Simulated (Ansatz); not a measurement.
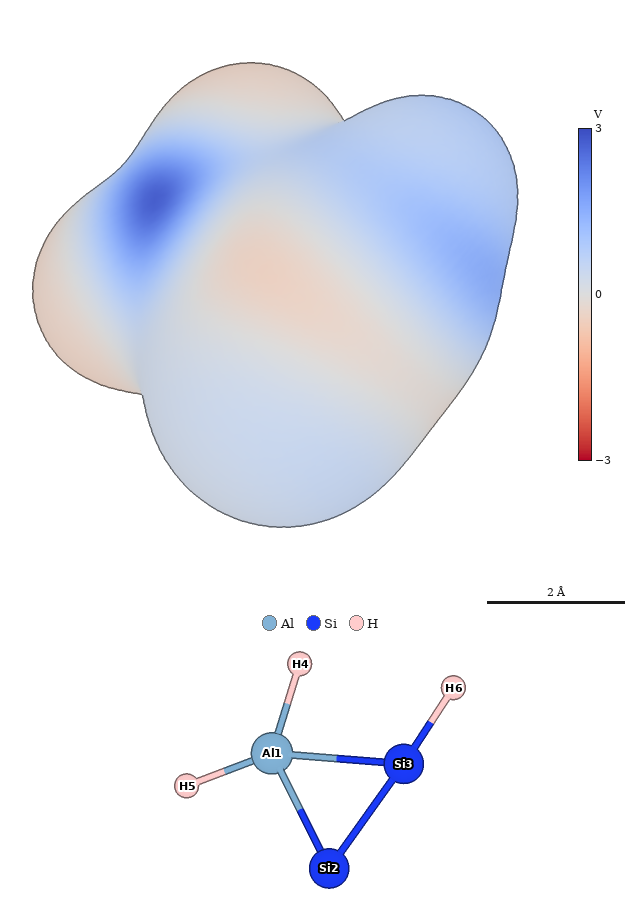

The picture shows: AlH₃Si₂ (SMILES [AlH2-]1[Si+]=[SiH]1). The electrostatic potential painted on the density surface at 0.002 e/bohr³, seen at a tilt; red is negative and blue positive. The bare structure is drawn below in the same view.

Geometry: PBE-D3(BJ)/def2-SVP.

The calculation used Ansatz, isolated molecule in a Gaussian basis; Kohn-Sham density functional theory, functional PBE0.

Input

```
crystal:
  periodic: [false, false, false]
  atoms:
    - {symbol: Al, position_ang: [-2.514345, -0.530471, 0.533396]}
    - {symbol: Si, position_ang: [-3.757972, -0.371030, 2.751334]}
    - {symbol: Si, position_ang: [-1.875386, 0.632120, 2.687453]}
    - {symbol: H, position_ang: [-1.116762, -0.000735, -0.079891]}
    - {symbol: H, position_ang: [-3.469710, -1.404313, -0.404974]}
    - {symbol: H, position_ang: [-0.533094, 1.320894, 2.568256]}
basis:
  gaussian: {orbitals: def2-TZVPD}
hamiltonian: {xc: {name: PBE0}}
output: {forces: true, orbitals: {seedname: orbitals}}
```

Command:

```sh
ansatz run input.yaml --threads 1 --pin off --max-ram 2610MiB --events-out events.jsonl --progress --plain --runs-dir runs
```

### Which sites attract a positive test charge, and which a negative one?

A positive charge is drawn to the negative regions and a negative charge to the positive ones. The most negative region (about −0.4 V) lies over Si2, H4 and H5, the most positive (about +2.6 V) over Al1.
